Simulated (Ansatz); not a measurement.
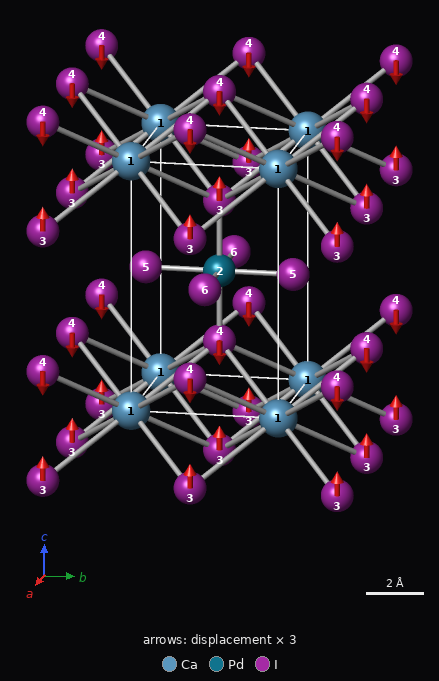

This is a relaxation of solid CaPdI₄ (built on the RbAlF4-123 type type). The starting structure is drawn; red arrows show the displacements (the part carried along by the change of the cell is left out), magnified 3 times.

Style: ball-and-stick. Shown: the cell of the calculation, slightly off an axis.

Level of theory: DFT, PBEsol, plane waves, PAW (Ansatz).

Input
```yaml
crystal:
  lattice:
    - [5.29136723, 0.0, 0.0]
    - [0.0, 5.29136723, 0.0]
    - [0.0, 0.0, 9.10278575]
  atoms:
    - { symbol: Ca, position: [0.0, 0.0, 0.0] }
    - { symbol: Pd, position: [0.5, 0.5, 0.5] }
    - { symbol: I, position: [0.5, 0.5, 0.78163173] }
    - { symbol: I, position: [0.5, 0.5, 0.21836827] }
    - { symbol: I, position: [0.5, 0.0, 0.5] }
    - { symbol: I, position: [0.0, 0.5, 0.5] }
kpoints:
  mp_grid: { grid: [4, 4, 2] }
hamiltonian:
  xc: pbesol
scf:
  occupations: { method: fermi_dirac, width: 0.03 }
relax:
  f_tol: 0.01
  cell: {}
  max_steps: 120
```

Command:
```bash
ansatz run input.yaml --threads 2 --pin off --max-ram 2211MiB --backend cpu --events-out ev --progress --plain --runs-dir out
```

Atoms of which element are displaced furthest, and by how much?

Iodine: up to 0.30 Å, against 0.00 Å for calcium.

What happened in the run?

After 5 accepted moves (6 points after the start) the energy has fallen by 97.5 meV per atom. The largest force component goes from 2 to 0.00045 eV/Å. The pressure goes from 0.88 to −0.01 GPa. The SCF was repeated once at an unchanged geometry on a basis and grid sized afresh for the cell, which shifted the energy by 0.2 meV per atom at most. The largest moves relative to the cell, 0.30 Å, are those of I3 and I4. I3 goes along +c. Ca and Pd stay in place. Cell: a = b 5.291 → 5.212 Å (−1.5 %), c 9.103 → 8.975 Å (−1.4 %). Volume −4.3 %. Near-neighbour distances that change, for instance: I3–I4 3.976 → 3.326 Å, Pd2–I3 2.564 → 2.825 Å, Ca1–I3 4.237 → 4.043 Å, Pd2–I5 2.646 → 2.606 Å. The space group stays P4/mmm (No. 123).
